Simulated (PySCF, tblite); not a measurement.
# C2H7OSSi radical: geometry, infrared bands and EPR parameters

Wanted: the infrared bands and EPR parameters of C2H7OSSi radical (`[SiH3]OC[CH]S`), by calculation.

The runs use tblite 0.8.0 and PySCF 2.14.0, with density-fitted response routines of our own; the level of theory stands in each step. All values are computed, except where a source is named. Atoms are numbered from 0 throughout.

### Step 1. The starting structure

12 atoms, charge 0, multiplicity 2; geometry from: force field or distance geometry start.

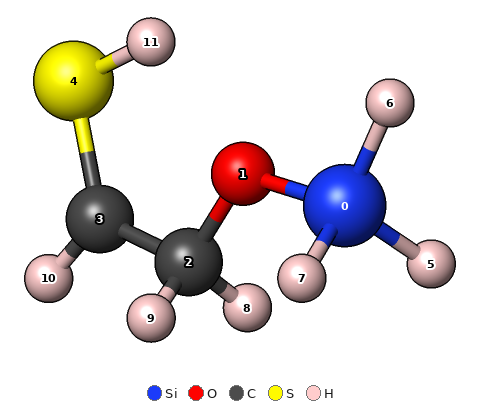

The starting geometry (silicon blue, oxygen red, carbon dark grey, sulfur yellow, hydrogen pink), atoms numbered.

### Step 2. Relaxing the molecule with GFN2-xTB

The job: settings as JSON, then the geometry in Å.

```
{"job": {"kind": "relax", "xc": "GFN2-xTB", "basis": "xTB"}, "charge": 0, "multiplicity": 2}
Si     1.678200     1.069800     0.044300
O      0.124500     0.519300     0.320700
C     -0.220200    -0.758400    -0.197200
C     -1.643800    -1.096300     0.142900
S     -2.719800    -0.031400     0.977300
H      1.877800     1.166200    -1.421600
H      1.844300     2.406100     0.670600
H      2.648900     0.111900     0.614300
H     -0.134100    -0.753400    -1.293300
H      0.422500    -1.536600     0.209900
H     -2.025700    -2.074700    -0.153400
H     -1.851500     0.976900     1.147800
```

Launch:

```bash
$ OMP_NUM_THREADS=1 python probes_run.py task.json out
```

One launch serves the whole session: the jobs run in the order shown.

The log of the run:

```text
step      E/eV     max force
  0    -458.92642    1.426
  1    -458.98002    0.636
  2    -459.00533    0.424
  3    -459.01520    0.366
  4    -459.02611    0.335
  5    -459.03311    0.306
  6    -459.04390    0.265
  7    -459.05201    0.249
  8    -459.05735    0.225
  9    -459.06123    0.180
 10    -459.06546    0.190
 11    -459.07050    0.237
 12    -459.07495    0.189
 13    -459.07774    0.151
 14    -459.07957    0.152
 15    -459.08160    0.119
 16    -459.08429    0.153
 17    -459.08745    0.141
 18    -459.09070    0.154
 19    -459.09385    0.152
 20    -459.09720    0.170
 21    -459.10102    0.167
 22    -459.10500    0.166
 23    -459.10813    0.174
 24    -459.11003    0.114
 25    -459.11113    0.088
 26    -459.11199    0.076
 27    -459.11281    0.084
 28    -459.11332    0.065
 29    -459.11354    0.042
 30    -459.11363    0.033
 31    -459.11372    0.028
 32    -459.11380    0.024
 33    -459.11386    0.022
 34    -459.11389    0.019
 35    -459.11395    0.021
 36    -459.11404    0.030
 37    -459.11421    0.049
 38    -459.11445    0.060
 39    -459.11468    0.046
 40    -459.11486    0.040
 41    -459.11502    0.049
 42    -459.11524    0.052
 43    -459.11557    0.053
 44    -459.11589    0.044
 45    -459.11611    0.037
 46    -459.11625    0.029
 47    -459.11636    0.027
 48    -459.11647    0.027
 49    -459.11659    0.033
 50    -459.11670    0.032
 51    -459.11681    0.034
 52    -459.11694    0.037
 53    -459.11704    0.025
 54    -459.11710    0.015
 55    -459.11713    0.016
 56    -459.11716    0.016
 57    -459.11721    0.020
 58    -459.11729    0.023
 59    -459.11741    0.034
 60    -459.11753    0.037
 61    -459.11763    0.031
 62    -459.11770    0.023
 63    -459.11775    0.024
 64    -459.11781    0.018
 65    -459.11787    0.020
 66    -459.11794    0.026
 67    -459.11803    0.044
 68    -459.11818    0.059
 69    -459.11840    0.059
 70    -459.11866    0.045
 71    -459.11883    0.026
 72    -459.11891    0.023
 73    -459.11895    0.024
 74    -459.11899    0.015
 75    -459.11903    0.011
 76    -459.11904    0.005
```

Wall time 0.28 s (1 thread of Arm Neoverse V2, shared host).

The steps of the relaxation: (not every step is listed)

```
step  energy from step 0 (eV)  largest force (eV/Å)
   0                   0.0000                1.4256
   1                  -0.0536                0.6358
   2                  -0.0789                0.4236
   3                  -0.0888                0.3657
   4                  -0.0997                0.3353
   5                  -0.1067                0.3064
   6                  -0.1175                0.2649
   7                  -0.1256                0.2488
   8                  -0.1309                0.2248
  14                  -0.1531                0.1520
  20                  -0.1708                0.1698
  26                  -0.1856                0.0761
  32                  -0.1874                0.0239
  38                  -0.1880                0.0599
  44                  -0.1895                0.0439
  50                  -0.1903                0.0318
  56                  -0.1907                0.0161
  62                  -0.1913                0.0233
  68                  -0.1918                0.0588
  71                  -0.1924                0.0262
  72                  -0.1925                0.0231
  73                  -0.1925                0.0242
  74                  -0.1926                0.0154
  75                  -0.1926                0.0107
  76                  -0.1926                0.0049
```

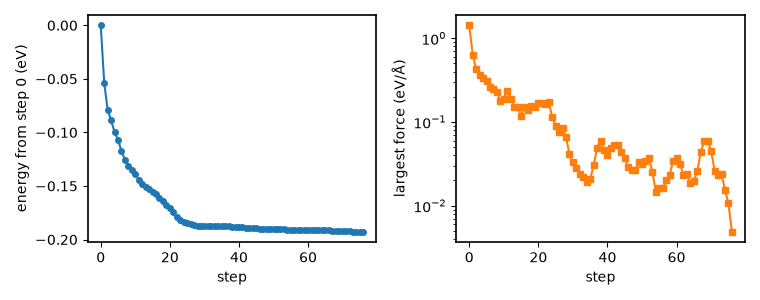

Energy and largest force along the relaxation.

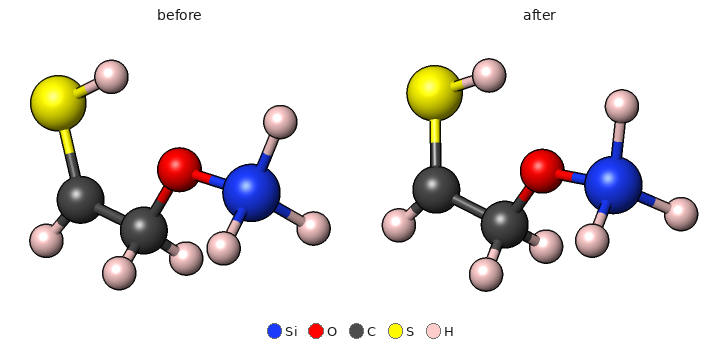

The geometry before (left) and after (right).

Distances of close pairs at the start and the end, largest changes first:

```
  bond  before (Å)  after (Å)  change (Å)
Si0–O1       1.671      1.623      -0.048
Si0–H6       1.485      1.453      -0.032
 O1–C2       1.421      1.397      -0.024
C3–H10       1.091      1.073      -0.018
Si0–H5       1.483      1.466      -0.017
 C2–C3       1.502      1.486      -0.016
 C3–S4       1.729      1.715      -0.014
Si0–H7       1.478      1.464      -0.014
```

The next job starts from the end point, and lists it.

### Step 3. Vibrational analysis with GFN2-xTB

The job: settings as JSON, then the geometry in Å.

```
{"job": {"kind": "ir", "xc": "GFN2-xTB", "basis": "xTB"}, "charge": 0, "multiplicity": 2}
Si     1.696553     1.060353     0.069525
O      0.230749     0.393816     0.274844
C     -0.258211    -0.813822    -0.229040
C     -1.594195    -1.126996     0.341721
S     -2.657009     0.134170     0.811263
H      1.959025     1.314822    -1.349815
H      1.489184     2.268931     0.849734
H      2.743205     0.175285     0.584849
H     -0.300024    -0.746119    -1.333959
H      0.433566    -1.635316     0.009036
H     -2.055124    -2.068751     0.112157
H     -1.686520     1.042940     0.921918
```

The log of the run:

```text
mode    cm-1     km/mol
  1      37.5      0.10
  2      84.1      4.95
  3     133.9      1.11
  4     173.2      5.09
  5     226.7      6.44
  6     282.0      3.56
  7     440.9     37.47
  8     505.7     27.37
  9     599.1     70.11
 10     630.9     67.27
 11     741.8    225.22
 12     771.0     32.89
 13     795.1    167.46
 14     819.9     70.02
 15     839.0    400.83
 16     896.1     26.06
 17     973.4     15.20
 18    1046.6     80.04
 19    1149.1    163.09
 20    1200.7     17.26
 21    1243.2      8.08
 22    1324.7     35.88
 23    1464.5      0.34
 24    2228.4    373.67
 25    2260.4    201.47
 26    2350.9    223.35
 27    2405.8     33.49
 28    2739.7     57.73
 29    2868.1     50.99
 30    3141.7     14.77
```

Run time: 0.22 s. Hardware: 1 thread of Arm Neoverse V2, shared host.

Which atoms move in the most intense modes:

```
cm⁻¹  km/mol                                atoms
 742   225.2            H6 60 %, H7 20 %, H5 14 %
 795   167.5            H5 29 %, H7 24 %, H6 23 %
 839   400.8  H5 25 %, H7 25 %, Si0 19 %, H6 12 %
1047    80.0  H10 39 %, O1 20 %, C3 16 %, C2 15 %
1149   163.1            O1 36 %, C2 36 %, H9 12 %
2228   373.7                     H5 64 %, H7 32 %
2260   201.5                     H7 65 %, H5 33 %
2351   223.3                              H6 97 %
```

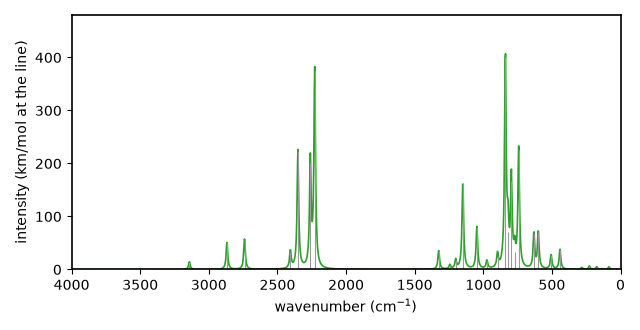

The infrared spectrum from these modes, unscaled. Lines are broadened to a width of 14 cm⁻¹ (Lorentzian).

### Step 4. EPR parameters: B3LYP/pcH-1

Same as in step 3 but for these lines:

```diff
@@ -1,2 +1,2 @@
-{"job": {"kind": "ir", "xc": "GFN2-xTB", "basis": "xTB"}, "charge": 0, "multiplicity": 2}
+{"job": {"kind": "epr", "basis": "pcH-1"}, "charge": 0, "multiplicity": 2}
 Si     1.696553     1.060353     0.069525
```

With the program's defaults for keys left out, this is: UKS B3LYP, pcH-1 on C H O S Si, non-relativistic, mean-field spin-orbit, GIAO.

The log of the run:

```text
UKS, coarse grid
  cycle   1  E = -843.22998170  |g| = 5.24e-01
  cycle   2  E = -843.03447092  |g| = 8.90e-01
  cycle   3  E = -843.31926966  |g| = 7.64e-02
  cycle   4  E = -843.32142745  |g| = 2.90e-02
  cycle   5  E = -843.32182569  |g| = 8.72e-03
  cycle   6  E = -843.32186197  |g| = 3.52e-03
  cycle   7  E = -843.32187001  |g| = 1.50e-03
  cycle   8  E = -843.32187004  |g| = 5.39e-04
UKS, final grid
  cycle   1  E = -843.32188748  |g| = 6.76e-04
  cycle   2  E = -843.32188727  |g| = 9.42e-04
  cycle   3  E = -843.32188771  |g| = 9.22e-05
  cycle   4  E = -843.32188771  |g| = 2.30e-05
E = -843.32188771 Eh   <S^2> = 0.7541 (exact 0.7500)
g shifts (ppm)      1          2          3
  rmc          -167       -167       -167
  gc             10         31         25
  oz_so        -162       1979       5835
  total        -319       1844       5694
hyperfine (MHz)  atom isotope    a_iso     a_fc   dipolar eigenvalues
    0  29Si       1.48       1.48     -0.48      0.19      0.29
    1   17O      -4.73      -4.73     -1.86      0.60      1.26
    2   13C     -27.35     -27.37     -2.73     -1.39      4.12
    3   13C     128.06     127.74    -71.65    -70.74    142.39
    4   33S       5.30       5.68    -24.55    -19.69     44.24
    5    1H       0.07       0.06     -0.79     -0.66      1.45
    6    1H       0.03       0.03     -0.73     -0.65      1.38
    7    1H      -0.08      -0.08     -0.75     -0.72      1.47
    8    1H     115.73     115.73     -4.67     -2.27      6.94
    9    1H      50.69      50.69     -5.68     -4.11      9.79
   10    1H     -50.52     -50.63    -33.16     -1.79     34.95
   11    1H      -3.35      -3.39     -3.91     -2.65      6.56
```

Run time: 32 s. Hardware: 1 thread of Arm Neoverse V2, shared host; peak memory 0.79 GiB.

Principal g values 2.00200, 2.00416, 2.00801; g(iso) = 2.00473, against 2.00232 for a free electron.

Mean a(iso) over the nuclei that a row names, and the largest dipolar term of the row (other rows stand at the frozen geometry):

```
    nuclei  isotope  a(iso) (MHz)  a(iso) (G, at g = 2.0023)  largest dipolar term (MHz)
        C3      13C         128.1                       45.7                       142.4
    H8, H9       1H          83.2                       29.7                         9.8
       H10       1H         -50.5                      -18.0                        35.0
        C2      13C         -27.3                       -9.8                         4.1
        S4      33S           5.3                        1.9                        44.2
        O1      17O          -4.7                       -1.7                        -1.9
       H11       1H          -3.3                       -1.2                         6.6
       Si0     29Si           1.5                        0.5                        -0.5
H5, H6, H7       1H           0.0                        0.0                         1.5
```

Mulliken spin populations:

```
atom  value (e)
 Si0       0.00
  O1       0.00
  C2      -0.06
  C3       0.83
  S4       0.19
  H5       0.00
  H6       0.00
  H7       0.00
  H8       0.06
  H9       0.02
 H10      -0.03
 H11       0.00
```

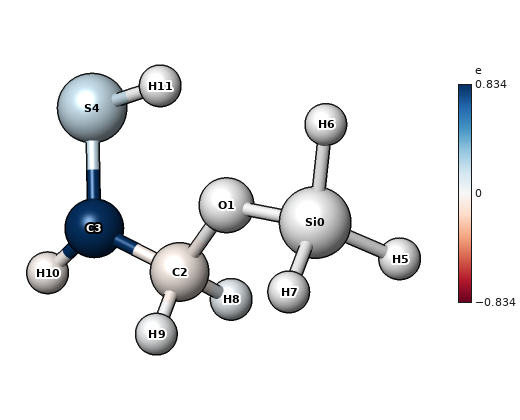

Mulliken spin populations, as colours on the atoms.

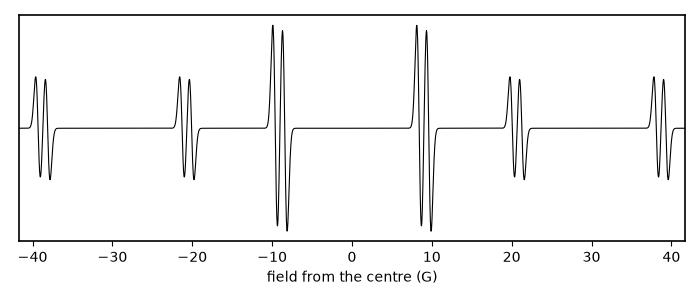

First-order isotropic spectrum (first derivative, main isotopes with spin only, couplings over 0.8 MHz, Gaussian width 0.3 G; couplings of the frozen geometry, rotation of groups not averaged beyond the rows shown).

The fields below are evaluated on a grid from the run's orbitals.

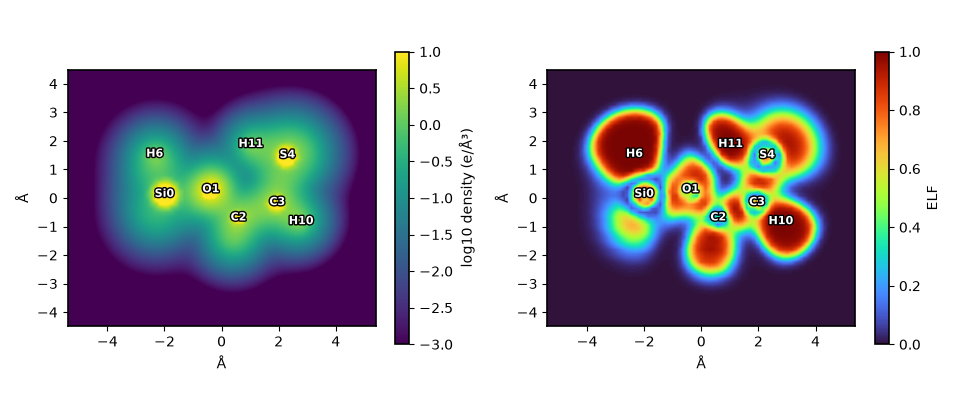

Density (left) and ELF (right) in a plane through or near 8 of the atoms.

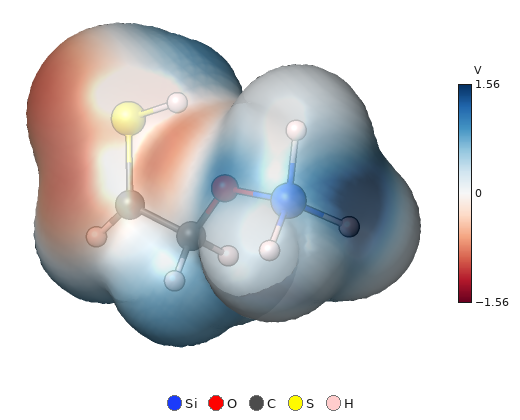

Electrostatic potential on the surface of density 0.002 e/bohr³; red is low, blue high. It runs from -0.87 V near S4 to 1.56 V near H5.

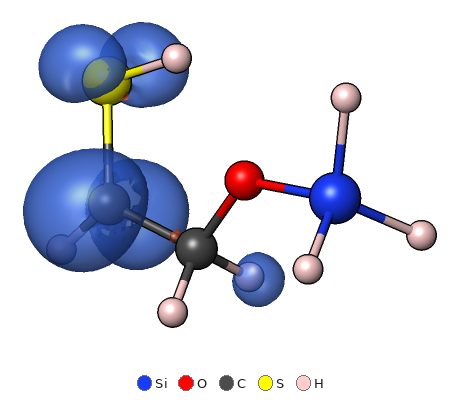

Spin density at ±0.04 e/Å³ (alpha excess blue, beta excess red).

### Step 5. Summary of results

```
                                                                  quantity                 value
                                 strongest single infrared mode (GFN2-xTB)  839 cm⁻¹, 401 km/mol
                                              zero-point energy (GFN2-xTB)         49.1 kcal/mol
                                                            g(iso) (B3LYP)               2.00473
                                                                      ⟨S²⟩    0.754 (exact 0.75)
                                        largest a(iso) (averaged by class)  13C on C3, 128.1 MHz
potential on the surface of density 0.002 e/bohr³, 1st and 99th percentile    -0.87 V and 1.56 V
```

What this shows: Relaxing lowered the energy by 0.193 eV in 76 steps; the close pair that moved most is Si0–O1, from 1.671 to 1.623 Å. No mode is imaginary among the 30: a minimum at this level. The strongest single mode, at 839 cm⁻¹, is spread over several atoms, H5, H7, Si0, H6 among them. GFN2-xTB is a fitted tight-binding method: band positions and strengths are rough. Its intensities can rank the bands wrongly. Most of the unpaired spin sits on C3 (0.83 e). The isotropic g lies 2.4 ppt above the free-electron value.
